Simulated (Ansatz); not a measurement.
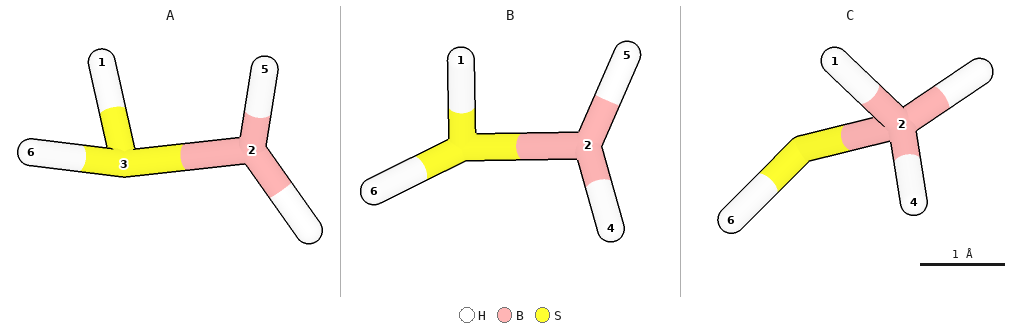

Three geometries of BH4S (multiplicity 2): a saddle point and the two minima that it joins, in shuffled order. Style: stick. Shown at a tilt. Sticks join atoms that are closer than about 1.2 times the sum of their covalent radii (a little more with hydrogen).

Stationary points at PBE0-D4/def2-TZVP, single-point energies with CCSD(T)/CBS, wB97X-V, B2PLYP (def2-TZVPP where no basis is named; Ansatz 0.2.0). The energies are electronic, without zero-point or thermal terms, and both ends are the minima reached downhill from the saddle, with any fragments still in contact. CCSD(T)/CBS stands for a frozen-core estimate: MP2 correlation extrapolated from def2-TZVPP and def2-QZVPP, CCSD(T) minus MP2 from the smaller set.

Identify the saddle point and describe the reaction.

Answer. Frame B is the saddle point. From C over the saddle to A, a bond forms: H1–S3 (2.28 → 1.39 → 1.36 Å). A bond breaks: H1–B2 (1.27 → 1.85 → 2.59 Å). The saddle has one imaginary mode, 842i cm⁻¹. With CCSD(T)/CBS the barrier is 115.4 kJ/mol from C and 61.4 kJ/mol from A, and A lies 53.9 kJ/mol above C. By Pauling bond orders of the changing bonds the saddle lies closer to A, the higher end, as Hammond's postulate suggests.

```csv
level,barrier from C (kJ/mol),barrier from A (kJ/mol),A less C (kJ/mol)
CCSD(T)/CBS,115.4,61.4,53.9
wB97X-V,128.3,65.0,63.3
B2PLYP,125.9,63.6,62.3
```

Against CCSD(T)/CBS, B2PLYP comes closest on the barrier from C (+10.5 kJ/mol) and wB97X-V misses most (+13.0 kJ/mol).
